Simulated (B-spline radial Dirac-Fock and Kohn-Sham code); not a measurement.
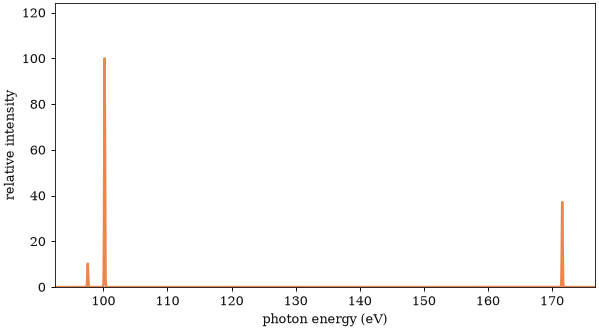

X-ray emission lines that fill an N3 (4p3/2) hole, broadened by a Gaussian of 0.15 eV full width. Multiplet splitting by the open shell is left out. The figure is for the ion Ba⁷⁺ ([Kr] 4d10 5s2 5p1). Level of theory: independent-particle rates on relativistic LDA orbitals of the hole state (multipoles to L = 3), energies from Dirac–Fock ΔSCF; calculated with a B-spline radial code.

Question: What are the natural width, lifetime and fluorescence yield of the N3 hole?

Answer: Width 0.00788 eV, lifetime 83.5 fs, fluorescence yield 0.0422.

Question: How far apart are N3-N5 and N3-O1, and what is their intensity ratio?

Answer: 71.4 eV apart, with N3-O1 at 0.37 of the intensity of N3-N5.

Question: Which line is the strongest, where is it and what share of the photons does it carry?

Answer: N3-N5 at 100.2 eV, 67.9 % of the radiative decays.
